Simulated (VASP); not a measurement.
Band structure of SiO₂ (rutile). Computed with modified Becke-Johnson potential (mBJ), VASP's PBE PAW potentials (set 64) (plane waves; VASP 6.6.1).

mBJ is a potential without an energy functional, so only the levels count.

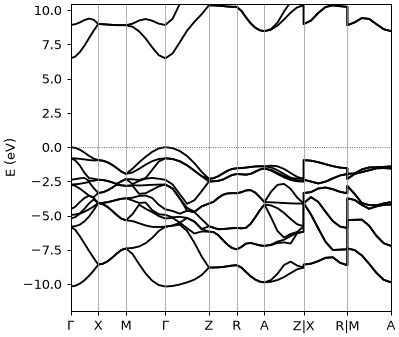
Figure. Bands along high-symmetry lines, zero at the valence-band maximum or, without a gap, the Fermi level

Problem. Read the plot: is there a gap, and where are the band edges?

Solution. The gap is direct, 6.49 eV, from the valence maximum at Γ to the conduction minimum at Γ.

The compound is SiO2 in the rutile structure, stishovite, a high-pressure form. It was relaxed first. The cell's shape comes from a PBE relaxation.
